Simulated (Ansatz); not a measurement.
# LiMnSO, from a guessed structure to a relaxed one, part 2 of 2

This structure for LiMnSO is made up. Its elements were placed in a known structure type with a cell scaled to their sizes. What cell does the guess relax to, and how far off was it?

Ansatz 0.2.0; DFT, PBEsol, plane-wave PAW, files of the set soft_1, scalar-relativistic, ferromagnetic start, cell and ions relaxed at zero pressure; PAW set soft_1 (the session's first sound run).

So far: The structure; Relaxing cell and atoms. The relaxed cell has a, b, c = 3.004, 4.936, 6.803 Å (conventional setting).

In doubt: warnings of the run leave room for a lower electronic state, so energies may not be the lowest and differences between runs may mislead.

## (3) Electronic structure of the relaxed cell

A second self-consistent run takes a narrower smearing and the mesh shown in its input; the bands follow along the standard path of the relaxed lattice.

This step: DFT, PBEsol, plane-wave PAW, files of the set soft_1, scalar-relativistic, ferromagnetic start, bands and density of states at the relaxed cell; PAW set soft_1 (Ansatz 0.2.0).

input.yaml

```yaml
crystal:
  lattice:
    - [3.004445351, 0.0, 0.0]
    - [0.0, 4.9362700173, 0.0]
    - [0.0, 0.0, 6.803290579]
  atoms:
    - { symbol: Mn, position: [0.5, 0.5, 0.3944910988], spin: 3.2 }
    - { symbol: Mn, position: [0.0, 0.0, 0.6055089012], spin: 3.2 }
    - { symbol: S, position: [0.5, 0.0, 0.8531025396] }
    - { symbol: S, position: [0.0, 0.5, 0.1468974604] }
    - { symbol: O, position: [0.5, 0.0, 0.4168724292] }
    - { symbol: O, position: [0.0, 0.5, 0.5831275708] }
    - { symbol: Li, position: [0.5, 0.5, 0.7964470161] }
    - { symbol: Li, position: [0.0, 0.0, 0.2035529839] }
magnetization:
  spin_polarized: true
kpoints:
  mp_grid: { grid: [10, 6, 6] }
  band_path:
    path:
      - [[0.0, 0.0, 0.0], [0.5, 0.0, 0.0], [0.5, 0.5, 0.0], [0.0, 0.5, 0.0], [0.0, 0.0, 0.0], [0.0, 0.0, 0.5], [0.5, 0.0, 0.5], [0.5, 0.5, 0.5], [0.0, 0.5, 0.5], [0.0, 0.0, 0.5]]
      - [[0.0, 0.5, 0.0], [0.0, 0.5, 0.5]]
      - [[0.5, 0.0, 0.5], [0.5, 0.0, 0.0]]
      - [[0.5, 0.5, 0.0], [0.5, 0.5, 0.5]]
    npoints: 6
scf:
  occupations: { method: fermi_dirac, width: 0.03 }
  n_extra_bands: 16
hamiltonian:
  xc: pbesol
  pseudopotentials: { kind: paw, azcp: { folder: soft_1 }, xc_functional: pbe }
output:
  forces: true
  stress: true
  write_bands: true
  dos: { projected: true }
  write_density: true
  write_potential: true
  elf: true
  volumetric_format: npy
```

The run is started by

```
ansatz run input.yaml --threads 4 --pin off --max-ram 10240MiB --backend cpu --events-out ev --progress --plain --runs-dir out
```

Numbers of over 12 decimals in the logs are rounded to 6 here.

Log:

```text
[...]
Crystal: 8 atoms, lattice volume = 100.898 Å³
Basis set: ecut = 420 eV, 1957 PW (Γ), exchange–correlation on 48×72×96 points (8 copies of the dense FFT grid, shifted against one another)
Bands: 46, of which v1, the nominal top of the filled ones, is band 30 counted from 1 (29 counted from 0)
Symmetry: 8 space group operations
[...]
k-points: 96 of 360
[...]
Starting moments: Σ|m| = 6.4 μB on 2 of 8 sites
[...]
SCF iter   1: F=—  HF=-11040.368695 eV  |F-HF|=—  |Δ(HF+E_count)|=         —  Δρ=9.46e-2 (↑9.46e-2 ↓5.67e-2)  dr2=1.92e1  dr2_m=1.13e0  M=7.192 μB ∫|m|=7.339 μB  β_m=0.30  ethr=3.10e-3  ⟨swp⟩=7.2  Hψ=40150  notcnv=0  defer=91
[...]
SCF iter  12: F=-11039.960454 eV  HF=-11039.960454 eV  |F-HF|=7.70e-8  |Δ(HF+E_count)|=   3.10e-9  Δρ=5.24e-6 (↑3.87e-6 ↓5.24e-6)  dr2=9.32e-8  dr2_m=7.28e-10  M=8.000 μB ∫|m|=8.299 μB  ethr=1.67e-10  ⟨swp⟩=14.1  Hψ=66814  notcnv=0
SCF 1 converged in 12 iterations: F = -11039.960454 eV  dr2 = 9.32e-8
[...]
NSCF: frozen V_eff on 76 k-points
SCF converged after 12 iterations
Magnetization: 7.9999 μB (34.0000 up, 26.0000 down)
Absolute magnetization: 8.2960 μB (∫|ρ↑−ρ↓|, with the PAW one-centre terms)
[...]
Per-site moments (μB) at R_I (Å): [(3.186464, 0.815004), (3.186464, 0.815004), (-0.010692, 0.931013), (-0.010692, 0.931013), (0.192592, 0.815004), (0.192592, 0.815004), (0.00218542, 0.861609), (0.00218542, 0.861609)]
Free energy (F): -11039.960454 eV
[...]
Internal energy: -11039.960433 eV  (E = F + TS)
E sigma→0 (E₀):  -11039.960443 eV
Entropy (-TS):   -0.000022 eV (-0.003 meV/atom)
Fermi energy:    8.746645 eV
[...]
--- Forces (eV/Å), atoms counted from 1 ---
  atom   1  Mn     0.00000000     0.00000000     0.00375373
  atom   2  Mn     0.00000000    -0.00000000    -0.00375373
  atom   3  S      0.00000000     0.00000000     0.00265239
  atom   4  S      0.00000000    -0.00000000    -0.00265239
  atom   5  O      0.00000000    -0.00000000     0.00112408
  atom   6  O      0.00000000     0.00000000    -0.00112408
  atom   7  Li     0.00000000    -0.00000000    -0.00099145
  atom   8  Li     0.00000000     0.00000000     0.00099145
  max |Σ_I F_I| component: 4.34e-19 eV/Å
--- Stress (GPa, compression-positive) ---
       -0.064084       0.000000      -0.000000
        0.000000      -0.007071      -0.000000
       -0.000000      -0.000000       0.041599
  P = ⅓ Tr σ = -0.0099 GPa (-0.099 kbar)
--- Band table (eV; the first three rows and the last of 192) ---
  k-point 0 ↑: bands = [... 26 lower, 6.3877, 6.7115, 6.7578, 6.7639, 6.9062, 7.0988, 7.4324, 7.5641, ... 12 higher]
  k-point 1 ↑: bands = [... 26 lower, 6.3657, 6.6401, 6.7646, 6.7956, 6.8964, 7.0621, 7.4151, 7.7168, ... 12 higher]
  k-point 2 ↑: bands = [... 26 lower, 6.3655, 6.4659, 6.7652, 6.8671, 6.9363, 7.0349, 7.3723, 7.9400, ... 12 higher]
  k-point 95 ↓: bands = [... 26 lower, 9.3819, 9.3819, 10.0004, 10.0004, 10.3776, 10.3776, 11.1095, 11.1095, ... 12 higher]
```

Wall time 31 s (4 threads of Arm Neoverse V1, shared host); peak memory 0.87 GiB.

This step gave:

```
free energy            : -11039.9605 eV
Fermi energy           : 8.747 eV
gap by band count      : 0.3354 eV
magnetization          : 8.000 μB
absolute magnetization : 8.296 μB
site moments           : 3.186, 3.186, -0.01069, -0.01069, 0.1926, 0.1926, 0.002185, 0.002185 μB
pressure               : -0.009852 GPa
```

From bands.tsv, the bands that come nearest the gap along the path, at its corners, in eV from the valence-band top:

| point | band_32_up | band_33_up | band_34_up | band_35_up | band_24_dn | band_25_dn | band_26_dn | band_27_dn |
| --- | --- | --- | --- | --- | --- | --- | --- | --- |
| Γ | -1.14 | -1.01 | 1.99 | 2.23 | -1.15 | -0.51 | 0.34 | 0.43 |
| X | -1.14 | -1.14 | 1.51 | 1.51 | -2.27 | -2.27 | 0.35 | 0.35 |
| S | -0.03 | -0.03 | 1.47 | 1.47 | -2.10 | -2.10 | 0.89 | 0.89 |
| Y | 0.00 | 0.00 | 2.13 | 2.13 | -0.87 | -0.87 | 0.57 | 0.57 |
| Γ | -1.14 | -1.01 | 1.99 | 2.23 | -1.15 | -0.51 | 0.34 | 0.43 |
| Z | -1.23 | -0.54 | 1.73 | 2.39 | -0.89 | -0.72 | 0.53 | 0.56 |
| U | -1.08 | -1.08 | 1.12 | 1.12 | -2.38 | -2.38 | 0.59 | 0.59 |
| R | -0.33 | -0.33 | 0.83 | 0.83 | -1.86 | -1.86 | 0.81 | 0.81 |
| T | -0.30 | -0.30 | 2.05 | 2.05 | -0.82 | -0.82 | 0.63 | 0.63 |
| Z | -1.23 | -0.54 | 1.73 | 2.39 | -0.89 | -0.72 | 0.53 | 0.56 |
| Y | 0.00 | 0.00 | 2.13 | 2.13 | -0.87 | -0.87 | 0.57 | 0.57 |
| T | -0.30 | -0.30 | 2.05 | 2.05 | -0.82 | -0.82 | 0.63 | 0.63 |
| U | -1.08 | -1.08 | 1.12 | 1.12 | -2.38 | -2.38 | 0.59 | 0.59 |
| X | -1.14 | -1.14 | 1.51 | 1.51 | -2.27 | -2.27 | 0.35 | 0.35 |
| S | -0.03 | -0.03 | 1.47 | 1.47 | -2.10 | -2.10 | 0.89 | 0.89 |
| R | -0.33 | -0.33 | 0.83 | 0.83 | -1.86 | -1.86 | 0.81 | 0.81 |

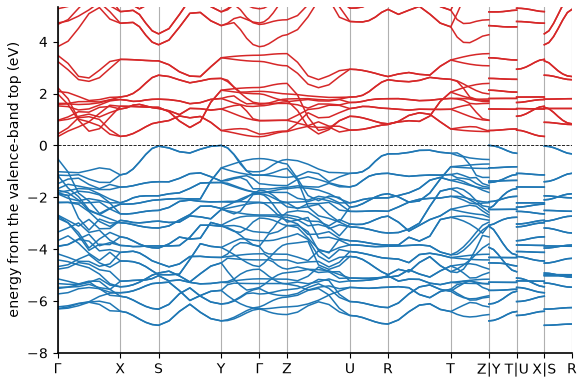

Bands along the path; filled bands blue, empty bands red. 28 bands lie wholly below the window drawn.

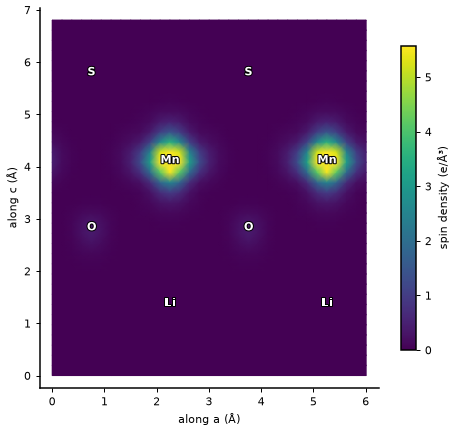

Spin density in the ac plane at fractional y = 0.000, with atoms of Mn and S and O and Li within 0.2 Å of it. The map starts off the cell's origin, so that atoms lie inside it.

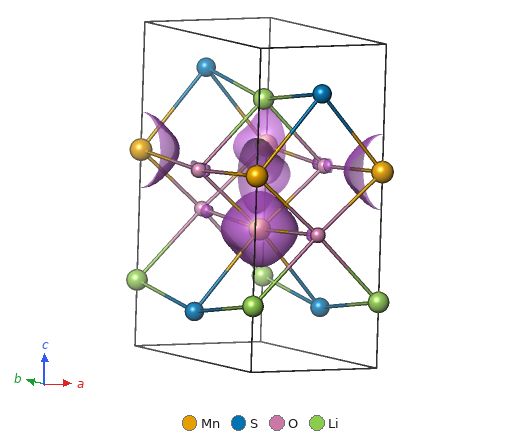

Surface of spin density = 0.39 e/Å³, which holds about 70 % of the integral of its size.

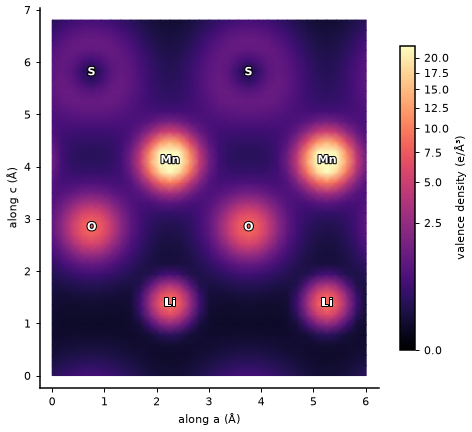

Valence density in the ac plane at fractional y = 0.000, with atoms of Mn and S and O and Li within 0.2 Å of it. It is the smooth field of the valence electrons, not physical close to the nuclei. The map starts off the cell's origin, so that atoms lie inside it. The colour scale is stretched toward low values.

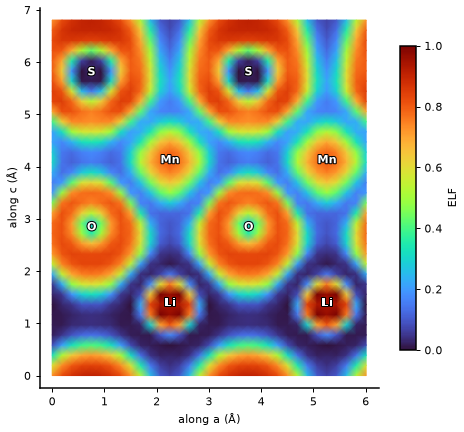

ELF in the ac plane at fractional y = 0.000, with atoms of Mn and S and O and Li within 0.2 Å of it. It is the smooth field of the valence electrons, not physical close to the nuclei. The map starts off the cell's origin, so that atoms lie inside it.

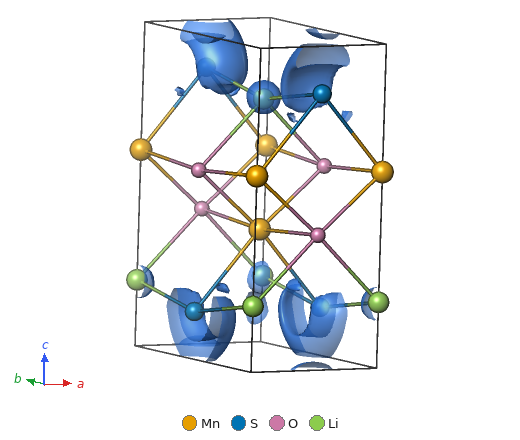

Surface of ELF = 0.85.

## (4) Outcome

| Property | Result |
| --- | --- |
| space group, relaxed | Pmmn |
| conventional cell | a = 3.004, b = 4.936, c = 6.803 Å; α = 90.0°, β = 90.0°, γ = 90.0° |
| volume per atom | 12.61 Å³ (guess 13.21) |
| total moment | 8.00 μB in the cell of 8 atoms |

In words: LiMnSO relaxes to Pmmn with a = 3.004, b = 4.936 and c = 6.803 Å. The guessed volume was 5 % too large. The space group Pmmn was held in the relaxation, so the end point is a stationary structure within it and may be a saddle against distortions or other arrangements. The input starts from parallel moments, and no other start was typed. The electronic state may lie above the lowest one. It has an indirect Kohn–Sham gap of 0.34 eV, which semilocal functionals understate. On the 10×6×6 mesh with the narrower smearing (relaxed on 8×5×4) the largest force component is 0.004 eV/Å and the largest stress component is 0.064 GPa, against the relaxation's thresholds of 0.015 eV/Å and 0.05 GPa. The cutoff wasn't tested. No dispersion term is used, so weakly bound directions may come out too long. The program estimates, without running it, that another magnetic order lies lower than the one relaxed here. Nothing here tests whether the compound is stable against decomposition.

[Logs are printed without paths, hosts, clocks, repeated set-up lines and the standing remarks that a program may print on its own settings, such as how far it seeks lower states.]

[Hosts, paths, dates, database ids (printed as entryN), source tags and the programs' standing remarks are cut or masked in the printed files.]
